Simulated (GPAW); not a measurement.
# Mo2N(OH)2 MXene monolayer in an electric field, part 2 of 2

Aim: the dipole that a field along the normal induces in Mo2N(OH)2 MXene monolayer.

GPAW 26.7.0; GPAW, PAW setups; layer in a repeated cell with vacuum, relaxation of atoms and in-plane cell (the session's first sound run).

So far, upper work function (eV): step 3 (the slab's potential) 2.41.

## 5. Field on

Level of this step: GPAW, PAW setups; slab in vacuum (GPAW).

File run.py:

```python
import json
import numpy as np
from ase import Atoms
from gpaw import GPAW, PW
from gpaw.external import ConstantElectricField

slab = Atoms(
    ['H', 'O', 'Mo', 'N', 'Mo', 'O', 'H'],
    positions=[
        [-0.00000, 1.61254, 7.00000],
        [0.00000, 1.61254, 7.98055],
        [1.39650, 0.80627, 9.41815],
        [-0.00000, 0.00000, 10.87642],
        [-0.00000, 1.61254, 12.33469],
        [1.39650, 0.80627, 13.77229],
        [1.39650, 0.80627, 14.75284]],
    cell=[[2.79301, 0.0, 0.0], [-1.3965, 2.41881, 0.0], [0.0, 0.0, 21.7528]],
    pbc=[True, True, False])

slab.calc = GPAW(mode=PW(500), xc='PBE', kpts={'size': (12, 12, 1), 'gamma': True},
                 occupations={'name': 'fermi-dirac', 'width': 0.05}, nbands='160%',
                 convergence={'density': 1e-05}, maxiter=200,
                 poissonsolver={'dipolelayer': 'xy'},
                 external=ConstantElectricField(-0.1, [0, 0, 1]),
                 symmetry={'tolerance': 1e-3}, txt='slab.txt')
result = {}
energy = slab.get_potential_energy()
fermi = slab.calc.get_fermi_level()
v = slab.calc.get_electrostatic_potential().mean((0, 1)) - fermi
n = slab.calc.get_pseudo_density().mean((0, 1))
L = slab.cell[2, 2]
z = np.arange(len(v)) * L / len(v)
low, high = slab.positions[:, 2].min(), slab.positions[:, 2].max()
below, above = np.interp([low - 4.8, high + 4.8], z, v)
slopes = [np.interp(x, z, np.gradient(v, z)) for x in (low - 4.8, high + 4.8)]
eps = np.array([[slab.calc.get_eigenvalues(k, s) for k in range(len(slab.calc.get_ibz_k_points()))]
                for s in range(slab.calc.get_number_of_spins())]) - fermi
top, bottom = eps[eps < 0].max(), eps[eps > 0].min()
dipole = slab.get_dipole_moment()[2]
print(f'energy {energy:.4f} eV, Fermi level {fermi:.4f} eV, dipole {dipole:.5f} e A')
print(f'potential 4.8 A off the faces, from the Fermi level: lower {below:.4f} eV, upper {above:.4f} eV')
print(f'slope of the potential there: lower {slopes[0]:.5f}, upper {slopes[1]:.5f} eV/A')
print(f'nearest levels on the mesh: {top:.4f} and {bottom:.4f} eV')
print('magnetic moment', round(slab.get_magnetic_moment(), 3))
result.update(energy=energy, fermi=fermi, dipole=dipole, below=below, above=above, slopes=slopes, edges=[top, bottom],
              z=z.tolist(), v=v.tolist(), n=n.tolist(), positions=slab.positions.tolist(),
              forces=slab.get_forces(apply_constraint=False).tolist(), moments=slab.get_magnetic_moments().tolist())
json.dump(result, open('result.json', 'w'))
```

Started as:

```bash
> OMP_NUM_THREADS=1 OPENBLAS_NUM_THREADS=1 python run.py
```

What it wrote:

```text
energy -51.0581 eV, Fermi level 3.1545 eV, dipole -0.05134 e A
potential 4.8 A off the faces, from the Fermi level: lower 1.7395 eV, upper 3.1107 eV
slope of the potential there: lower -0.00702, upper 0.01271 eV/A
nearest levels on the mesh: -0.0092 and 0.0109 eV
magnetic moment 0.0
```

Run time: 4.4 min. Hardware: 1 thread of Arm Neoverse V2, shared host; peak memory 0.49 GiB.

Numbers from this step:

| Quantity | Value |
| --- | --- |
| dipole along the normal | -0.05134 e·Å |
| levels nearest the Fermi level on the mesh | -0.009171, 0.01088 eV from the Fermi level |
| potential below the slab, the applied field's own ramp left out | 1.739 eV from the Fermi level |
| potential above the slab, the applied field's own ramp left out | 3.111 eV from the Fermi level |

The electrostatic potential energy of an electron (without an applied field's), less the Fermi level, planar mean oscillates, so the rows of the table below give means over windows of 1.9 Å about each position, cut where the curve ends. Its maxima inside the range that stand out by 2 % of the span (Å: eV): 7.3: -1.30, 8.4: -6.52, 10.3: -6.44, 11.4: -6.33, 13.3: -6.01, 14.4: -0.551. Its minima: 7.0: -2.65, 8.0: -13.3, 9.4: -30.8, 10.9: -15.3, 12.3: -30.5, 13.8: -12.7, 14.8: -1.82.

Table of electrostatic potential energy of an electron (without an applied field's), less the Fermi level, planar mean by z; means over each step:

```csv
z (Å),"electrostatic potential energy of an electron (without an applied field's), less the Fermi level, planar mean (eV)"
0.95,1.81
2.85,1.73
4.75,1.50
6.65,-0.842
8.55,-14.6
10.45,-13.1
12.35,-17.6
14.25,-4.58
16.15,2.10
18.05,3.03
19.95,3.11
```

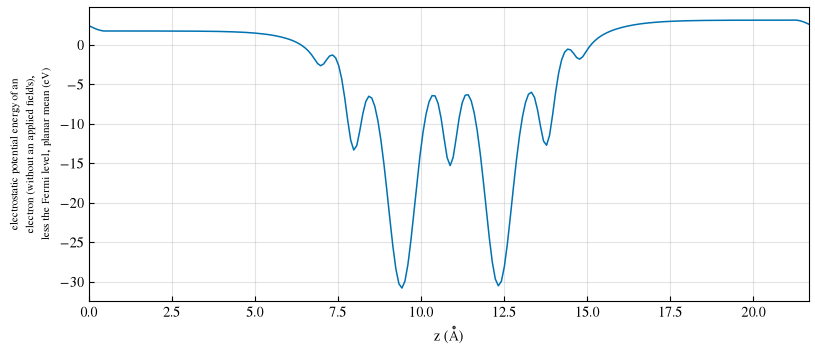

Electrostatic potential energy of an electron (without an applied field's), less the Fermi level, planar mean, plotted against z.

Force by atom:

```csv
atom,x (eV/Å),y (eV/Å),z (eV/Å),size
H1,0.000,0.000,-0.104,0.104
O2,0.000,0.000,0.100,0.100
Mo3,0.000,0.000,-0.010,0.010
N4,0.000,0.000,-0.013,0.013
Mo5,0.000,0.000,0.048,0.048
O6,0.000,0.000,-0.143,0.143
H7,0.000,0.000,0.121,0.121
```

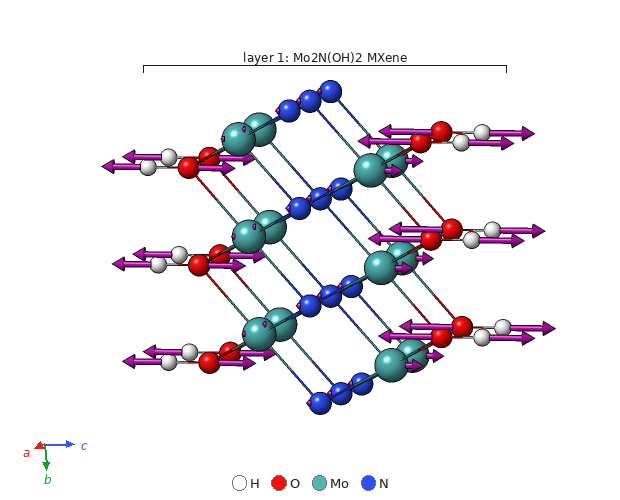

Force as arrows, the longest 0.143 eV/Å. 2×3×1 cells are drawn. Some periodic images of atoms are drawn too.

The dipole is now -0.0513 e Å, against 7.7e-4 in the run without a field.

## 6. Field on

run.py: that of step 5 with these lines changed.

```diff
@@ -23,3 +23,3 @@
                  poissonsolver={'dipolelayer': 'xy'},
-                 external=ConstantElectricField(-0.1, [0, 0, 1]),
+                 external=ConstantElectricField(-0.05, [0, 0, 1]),
                  symmetry={'tolerance': 1e-3}, txt='slab.txt')
```

What it wrote:

```text
energy -51.0561 eV, Fermi level 3.1564 eV, dipole -0.02565 e A
potential 4.8 A off the faces, from the Fermi level: lower 2.0772 eV, upper 2.7624 eV
slope of the potential there: lower -0.00804, upper 0.01086 eV/A
nearest levels on the mesh: -0.0091 and 0.0110 eV
magnetic moment 0.0
```

It took 4.1 min on 1 thread; peak memory 0.5 GiB.

## 7. Field on

run.py: that of step 6 with these lines changed.

```diff
@@ -23,3 +23,3 @@
                  poissonsolver={'dipolelayer': 'xy'},
-                 external=ConstantElectricField(-0.05, [0, 0, 1]),
+                 external=ConstantElectricField(0.05, [0, 0, 1]),
                  symmetry={'tolerance': 1e-3}, txt='slab.txt')
```

What it wrote:

```text
energy -51.0561 eV, Fermi level 3.1564 eV, dipole 0.02565 e A
potential 4.8 A off the faces, from the Fermi level: lower 2.7624 eV, upper 2.0772 eV
slope of the potential there: lower -0.01086, upper 0.00804 eV/A
nearest levels on the mesh: -0.0091 and 0.0110 eV
magnetic moment 0.0
```

Elapsed: 4.1 min, on 1 thread; peak memory 0.5 GiB.

The electrostatic potential energy of an electron (without an applied field's), less the Fermi level, planar mean oscillates, so the rows of the table below give means over windows of 1.9 Å about each position, cut where the curve ends. Its maxima inside the range that stand out by 2 % of the span (Å: eV): 7.3: -0.737, 8.4: -6.14, 10.3: -6.36, 11.4: -6.41, 13.3: -6.39, 14.4: -1.11. Its minima: 7.0: -2.03, 8.0: -12.9, 9.4: -30.6, 10.9: -15.3, 12.3: -30.7, 13.8: -13.2, 14.8: -2.44.

Table of electrostatic potential energy of an electron (without an applied field's), less the Fermi level, planar mean by z; means over each step:

```csv
z (Å),"electrostatic potential energy of an electron (without an applied field's), less the Fermi level, planar mean (eV)"
0.95,2.73
2.85,2.74
4.75,2.45
6.65,-0.156
8.55,-14.3
10.45,-13.0
12.35,-17.8
14.25,-5.11
16.15,1.25
18.05,2.02
19.95,2.08
```

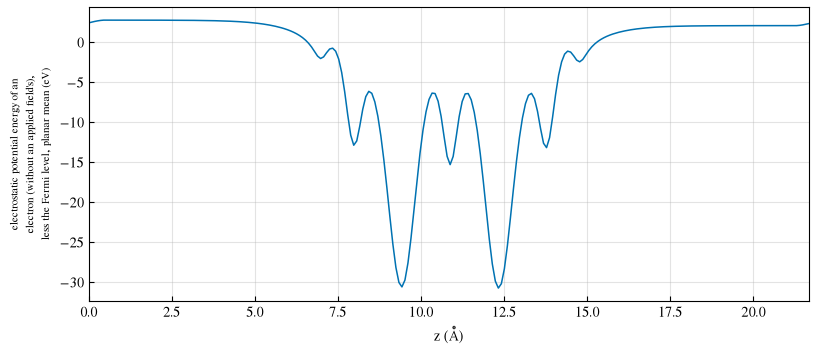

Electrostatic potential energy of an electron (without an applied field's), less the Fermi level, planar mean, plotted against z.

## 8. In a field

run.py: that of step 7 with these lines changed.

```diff
@@ -23,3 +23,3 @@
                  poissonsolver={'dipolelayer': 'xy'},
-                 external=ConstantElectricField(0.05, [0, 0, 1]),
+                 external=ConstantElectricField(0.1, [0, 0, 1]),
                  symmetry={'tolerance': 1e-3}, txt='slab.txt')
```

What it wrote:

```text
energy -51.0581 eV, Fermi level 3.1545 eV, dipole 0.05134 e A
potential 4.8 A off the faces, from the Fermi level: lower 3.1107 eV, upper 1.7395 eV
slope of the potential there: lower -0.01271, upper 0.00702 eV/A
nearest levels on the mesh: -0.0092 and 0.0109 eV
magnetic moment 0.0
```

Wall time 4.4 min (1 thread); peak memory 0.5 GiB.

The electrostatic potential energy of an electron (without an applied field's), less the Fermi level, planar mean oscillates, so the rows of the table below give means over windows of 1.9 Å about each position, cut where the curve ends. Its maxima inside the range that stand out by 2 % of the span (Å: eV): 0.5: 3.12, 7.3: -0.551, 8.4: -6.01, 10.3: -6.33, 11.4: -6.44, 13.3: -6.52, 14.4: -1.30. Its minima: 7.0: -1.82, 8.0: -12.7, 9.4: -30.5, 10.9: -15.3, 12.3: -30.8, 13.8: -13.3, 14.8: -2.65.

The electrostatic potential energy of an electron (without an applied field's), less the Fermi level, planar mean by z; means over each step:

```csv
z (Å),"electrostatic potential energy of an electron (without an applied field's), less the Fermi level, planar mean (eV)"
0.95,3.05
2.85,3.09
4.75,2.76
6.65,0.0712
8.55,-14.1
10.45,-13.0
12.35,-17.9
14.25,-5.29
16.15,0.963
18.05,1.69
19.95,1.74
```

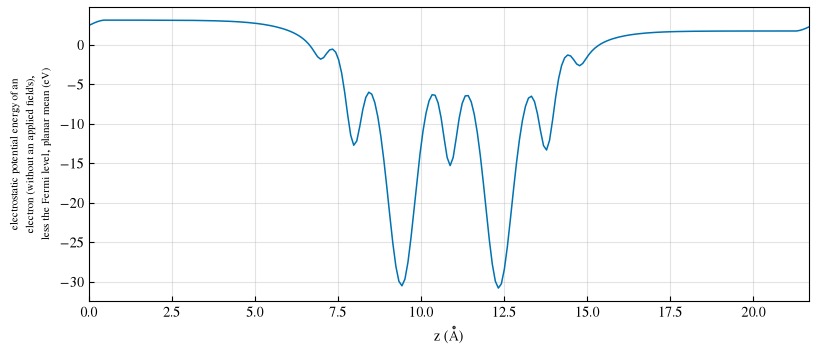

Electrostatic potential energy of an electron (without an applied field's), less the Fermi level, planar mean, plotted against z.

The dipole is now 0.0513 e Å, against 7.7e-4 in the run without a field.

## 9. In a field

run.py: that of step 8 with these lines changed.

```diff
@@ -23,3 +23,3 @@
                  poissonsolver={'dipolelayer': 'xy'},
-                 external=ConstantElectricField(0.1, [0, 0, 1]),
+                 external=ConstantElectricField(0.2, [0, 0, 1]),
                  symmetry={'tolerance': 1e-3}, txt='slab.txt')
```

What it wrote:

```text
energy -51.0659 eV, Fermi level 3.1469 eV, dipole 0.10274 e A
potential 4.8 A off the faces, from the Fermi level: lower 3.8180 eV, upper 1.0745 eV
slope of the potential there: lower -0.01804, upper 0.00566 eV/A
nearest levels on the mesh: -0.0094 and 0.0106 eV
magnetic moment 0.0
```

The job ended after 4.4 min (1 thread; peak memory 0.5 GiB).

The dipole is now 0.103 e Å, against 7.7e-4 in the run without a field.

## 10. Field on

run.py: that of step 9 with these lines changed.

```diff
@@ -23,3 +23,3 @@
                  poissonsolver={'dipolelayer': 'xy'},
-                 external=ConstantElectricField(0.2, [0, 0, 1]),
+                 external=ConstantElectricField(0.3, [0, 0, 1]),
                  symmetry={'tolerance': 1e-3}, txt='slab.txt')
```

What it wrote:

```text
energy -51.0788 eV, Fermi level 3.1337 eV, dipole 0.15432 e A
potential 4.8 A off the faces, from the Fermi level: lower 4.5422 eV, upper 0.4232 eV
slope of the potential there: lower -0.02583, upper 0.00496 eV/A
nearest levels on the mesh: -0.0099 and 0.0101 eV
magnetic moment 0.0
```

Wall time 4.4 min (1 thread); peak memory 0.5 GiB.

The dipole is now 0.154 e Å, against 7.7e-4 in the run without a field.

## 11. The series

The members are put on one axis.

This step: induced dipole against applied field (GPAW 26.7.0).

The dipole along the normal by field:

```csv
field (V/Å),dipole along the normal (e·Å)
-0.200,-0.103
-0.100,-0.0513
-0.050,-0.0257
0.000,7.7e-4
0.050,0.0257
0.100,0.0513
0.200,0.103
0.300,0.154
```

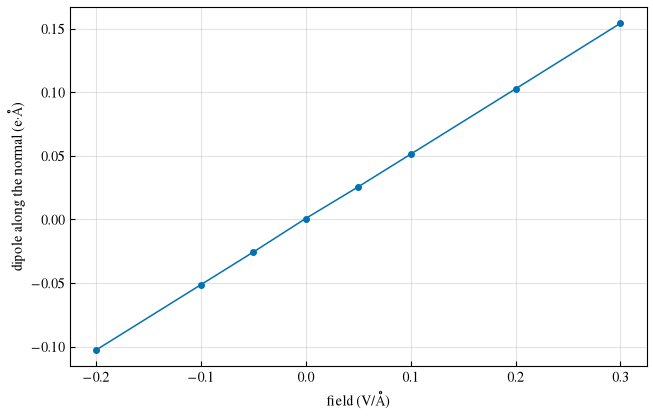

Dipole along the normal, plotted against field.

## 12. A changed run

One more run, with changed settings.

This step: GPAW, PAW setups; slab in vacuum (GPAW 26.7.0).

run.py: that of step 10 with these lines changed.

```diff
@@ -3,4 +3,3 @@
 from ase import Atoms
-from gpaw import GPAW, PW
-from gpaw.external import ConstantElectricField
+from gpaw import GPAW
 
@@ -19,7 +18,6 @@
 
-slab.calc = GPAW(mode=PW(500), xc='PBE', kpts={'size': (12, 12, 1), 'gamma': True},
+slab.calc = GPAW(mode='fd', h=0.4, xc='PBE', kpts={'size': (12, 12, 1), 'gamma': True},
                  occupations={'name': 'fermi-dirac', 'width': 0.05}, nbands='160%',
-                 convergence={'density': 1e-05}, maxiter=200,
+                 convergence={'density': 1e-05}, maxiter=75,
                  poissonsolver={'dipolelayer': 'xy'},
-                 external=ConstantElectricField(0.3, [0, 0, 1]),
                  symmetry={'tolerance': 1e-3}, txt='slab.txt')
```

What it wrote:

```text
energy -86.3028 eV, Fermi level -2.6389 eV, dipole 0.00083 e A
potential 4.8 A off the faces, from the Fermi level: lower 2.6471 eV, upper 2.6272 eV
slope of the potential there: lower -0.00403, upper 0.00403 eV/A
nearest levels on the mesh: -0.0098 and 0.0053 eV
magnetic moment 0.0
```

The job ended after 53 s (1 thread; peak memory 0.19 GiB).

The run finished. A setting was moved off its sound value on purpose, so it serves as a test and not as the result.

The fault put into the input: a grid far too coarse (mode = "fd" and h = 0.4).

Side by side:

```csv
quantity,this run,sound run,difference
upper work function (eV),2.6272,2.4095,0.218
lower work function (eV),2.6471,2.4272,0.220
```

One result that differs is the lower work function, 2.65 eV against 2.43 eV.

## 13. Results

| Quantity | Value |
| --- | --- |
| work function, upper and lower face | 2.409 and 2.427 eV |
| dipole along the normal | 7.7e-4 e Å |
| induced dipole per field | 0.514 e Å per V/Å |
| out-of-plane polarisability per area, α/(ε0 A) | 13.8 Å |

**Reading.** The field induces 0.514 e Å per V/Å, a polarisable thickness α/(ε0 A) of 13.8 Å beside 7.75 Å between the outermost nuclei. A perfect conductor would give the distance between its two image planes; a dielectric of thickness t gives t(1 - 1/ε). The induced dipole is linear in the field over this range. The starting lattice was a guess from atomic radii; the relaxation moved it by -5 %. The small printed dipole stands for a step of -21 meV from the lower to the upper face, and the probes find -18 meV; values this small are near the numerical noise of both. The cell holds an odd number of electrons, so without spin polarisation it must come out metallic and without a moment, whatever its true state. The layer's cell and atoms come from the relaxation; spin-orbit coupling and temperature are left out.

[Logs are printed without paths, hosts, clocks, repeated set-up lines and the standing remarks that a program may print on its own settings, such as how far it seeks lower states.]

[Hosts, paths, dates, database ids (printed as entryN), source tags and the programs' standing remarks are cut or masked in the printed files.]
